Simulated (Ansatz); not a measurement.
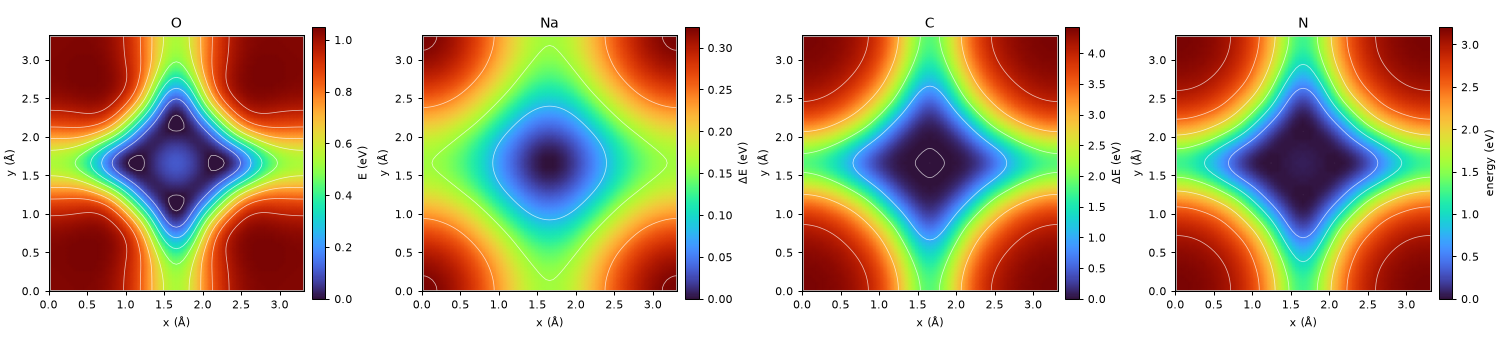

Four maps of one series, each from its own lowest grid point and on its own colour scale; the adsorbate changes from map to map. Adsorbates on a Ta(100) slab cut from the Im-3m phase, its upper half relaxed before the scan (16 atoms of substrate and one adsorbate in a 2 × 2 cell). The adsorbate is moved over the surface cell; relaxed at each place: the height of the adsorbate's atoms; substrate rigid; the origin of the map has the adsorbate above Ta13. Places are given modulo a cell vector. The map is drawn in real space over the plane of the surface. The scan uses an 8 × 8 grid. Places are given in fractions of the 1 × 1 surface cell. Energies: eV, counted from the lowest grid point. These are results of Ansatz, DFT PBE, scalar-relativistic, plane waves, PAW, not measurements. Settings: cutoff 420 eV, k-mesh 4×4×1, gaussian smearing 0.1 eV, no spin polarisation.

The picture shows a smooth colour map with a few white contour lines, the outline of one cell of the plane. Between grid points the surface is interpolated.

The span runs from the lowest to the highest grid point.

| adsorbate | lowest grid point | span (eV) | height there (Å) |
| --- | --- | --- | --- |
| O | (3/8, 4/8) of the cell vectors | 1.05 | 0.68 |
| Na | a fourfold hollow over a second-layer Ta atom | 0.32 | 2.55 |
| C | a fourfold hollow over a second-layer Ta atom | 4.42 | 0.64 |
| N | (3/8, 4/8) of the cell vectors | 3.20 | 0.61 |

One more map of the series was computed, for the adsorbate F. What do you expect for it?

The computed span is 1.17 eV, within the range of the others. The lowest grid point is the top site over a surface Ta atom, unlike the other maps. The height there is 1.93 Å.

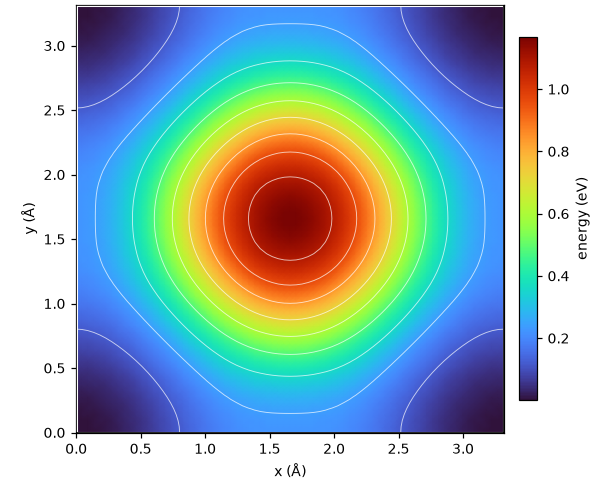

The map for F.

PAW datasets: the set soft_1.
